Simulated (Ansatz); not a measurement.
```yaml
crystal:
  lattice:
    - [2.73103, 0.00000, 0.00000]
    - [-1.36551, 2.36514, 0.00000]
    - [0.00000, 0.00000, 33.44779]
  atoms:
    - { symbol: Ir, position: [0.00000, 0.00000, 0.10010] }
    - { symbol: Ir, position: [0.66667, 0.33333, 0.43343] }
    - { symbol: Ir, position: [0.33333, 0.66667, 0.76676] }
    - { symbol: Ir, position: [0.66667, 0.33333, 0.03346] }
    - { symbol: Ir, position: [0.33333, 0.66667, 0.36679] }
    - { symbol: Ir, position: [0.00000, 0.00000, 0.70013] }
    - { symbol: Ir, position: [0.00000, 0.00000, 0.29987] }
    - { symbol: Ir, position: [0.66667, 0.33333, 0.63321] }
    - { symbol: Ir, position: [0.33333, 0.66667, 0.96654] }
    - { symbol: Ir, position: [0.66667, 0.33333, 0.23324] }
    - { symbol: Ir, position: [0.33333, 0.66667, 0.56657] }
    - { symbol: Ir, position: [0.00000, 0.00000, 0.89990] }
    - { symbol: Rh, position: [0.33333, 0.66667, 0.16667] }
    - { symbol: Rh, position: [0.00000, 0.00000, 0.50000] }
    - { symbol: Rh, position: [0.66667, 0.33333, 0.83333] }
```

Space group R-3m; a structure generated by program, which may or may not match a known phase; computed without spin polarisation.

Computed with DFT PBE, scalar-relativistic, plane waves, PAW (Ansatz 0.2.0).

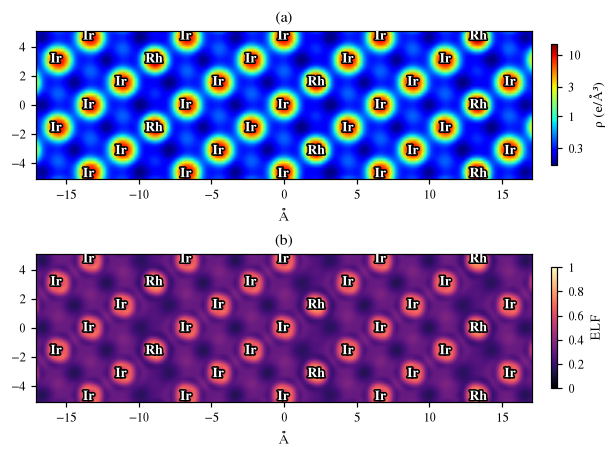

Ir$_{4}$Rh. (a) valence electron density; (b) electron localisation function on the (110) plane of the conventional cell.

The density is the valence pseudo-density of a PAW calculation; it isn't the true density close to the nuclei.

Question: Read the bonding off the picture.

Answer:
- Atoms in the plane: Ir and Rh.
- Ir–Rh (2.73 Å): ρ at the midpoint is about 0.39 e/Å³; the ELF is about 0.30 at the midpoint (no shared electron pair shows on this line).
- Ir–Ir (2.73 Å): ρ at the midpoint is about 0.44 e/Å³; the ELF is about 0.35 at the midpoint: no shared electron pair shows on this line.
- Between the atoms the lowest density in this plane is 0.16 e/Å³.
- The features right at Ir and Rh lie inside the PAW spheres, where the map follows smoothed inner orbitals and isn't to be read closely.
